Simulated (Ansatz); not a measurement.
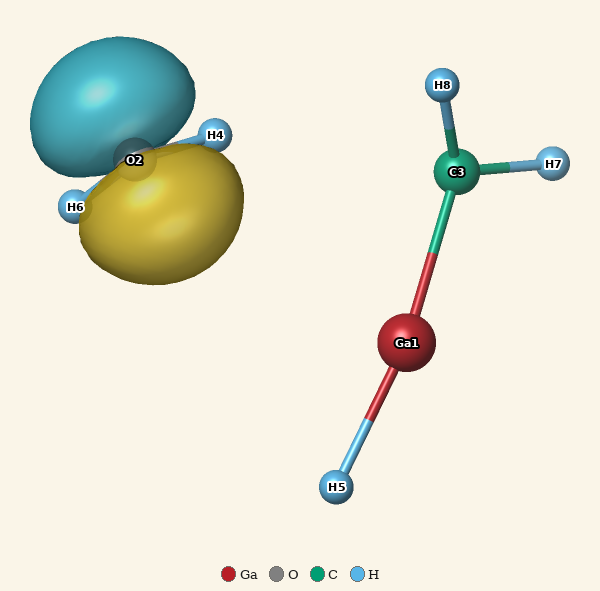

*CH3Ga···H2O. The HOMO−1 at ±0.2 Å⁻³ᐟ² (yellow and cyan are the two phases), seen across its widest extent.*

Theory: RKS PBE/def2-SVP (Ansatz 0.2.0).

The calculation's input:

```
crystal:
  periodic: [false, false, false]
  atoms:
    - { symbol: Ga, position_ang: [-0.8777, 0.3569, -0.714] }
    - { symbol: O, position_ang: [-0.331, -1.3621, 0.5343] }
    - { symbol: C, position_ang: [0.8941, 0.8143, 0.0926] }
    - { symbol: H, position_ang: [0.5814, -0.4532, 0.5829] }
    - { symbol: H, position_ang: [-2.2916, 0.2178, -1.4741] }
    - { symbol: H, position_ang: [-0.4488, -2.2288, 0.9257] }
    - { symbol: H, position_ang: [0.8206, 1.6969, 0.7276] }
    - { symbol: H, position_ang: [1.6529, 0.9583, -0.675] }
basis:
  gaussian: { orbitals: def2-SVP }
hamiltonian:
  xc: pbe
relax:
  f_tol: 0.15
  max_steps: 25
  restrain:
    - { distance: [3, 1], at: 0.97, k: 30.0 }
    - { distance: [0, 1], at: 3.18, k: 30.0 }
    - { distance: [3, 2], at: 2.37, k: 30.0 }
output:
  orbitals: {}
```

Launched as:

```sh
ansatz run input.yaml --threads 2 --pin off --max-ram 3072MiB --backend cpu --events-out ev --progress --plain --runs-dir out
```

The fields are those of the relaxed geometry.

Question: Where does this orbital lie, and at what energy?

Answer: By Hirshfeld shares it lies mainly on O2 (about 85 %); largely a lone pair of O2. Its energy is −6.74 eV.
